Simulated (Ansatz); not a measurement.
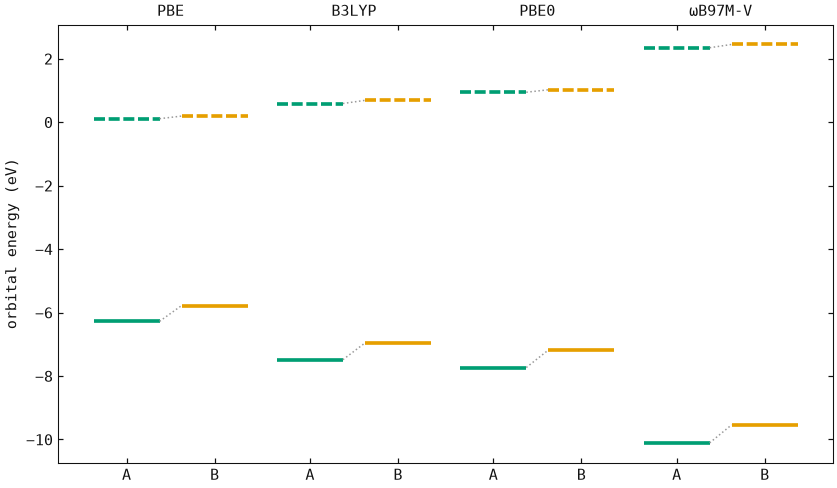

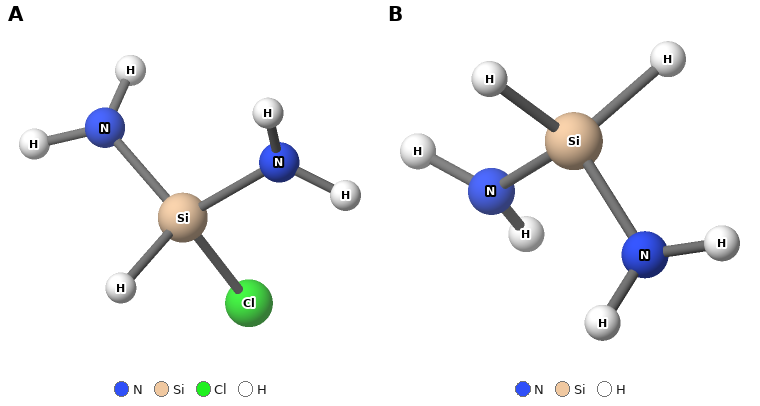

One change: A, SiN₂H₅Cl (SMILES N[SiH](N)Cl), becomes B, SiN₂H₆ (SMILES N[SiH2]N). Cl on Si is replaced by H. HOMO (solid) and LUMO (dashed) computed in def2-TZVPP at PBE0-D4/def2-TZVP geometries, both minima by their frequencies, gas phase, the Ansatz code 0.2.0. Empty levels above zero depend strongly on the basis.

Q: What does the change do to HOMO and LUMO?

A: PBE: the HOMO rises by 0.50 eV, the LUMO rises by 0.08 eV, and the separation goes from 6.39 to 5.97 eV. B3LYP: the HOMO rises by 0.53 eV, the LUMO rises by 0.10 eV, and the separation goes from 8.07 to 7.65 eV. PBE0: the HOMO rises by 0.55 eV, the LUMO rises by 0.08 eV, and the separation goes from 8.68 to 8.20 eV. ωB97M-V: the HOMO rises by 0.57 eV, the LUMO rises by 0.10 eV, and the separation goes from 12.45 to 11.99 eV.

Q: Do the functionals agree on the effect?

A: They agree on the direction for both levels; the HOMO shift lies between 0.50 and 0.57 eV and the LUMO shift between 0.08 and 0.10 eV, while the separations themselves differ by up to 6.1 eV between functionals.
